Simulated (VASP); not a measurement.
Band structure of Ag3Sn (space group P-6m2). Level of theory: PBEsol GGA, VASP's PBE PAW potentials (set 64) (plane waves; VASP 6.6.1).

Unless said otherwise, spin-orbit coupling is left out, though it shifts the bands of the heavy elements here.

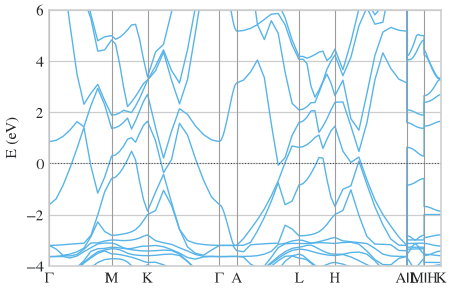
Bands along high-symmetry lines, zero at the valence-band maximum or, without a gap, the Fermi level

Q: Read the plot: is there a gap, and where are the band edges?

A: It has no gap at this level: it comes out as a metal or semimetal. (Edges off the drawn lines would not show.)

The structure comes from a computed database's Ag3Sn entry (P-6m2); how it stands against other phases isn't given here. It was relaxed first, which changed the volume by -8 %. The electron count is odd and the run is not spin-polarised, which forces a metal.
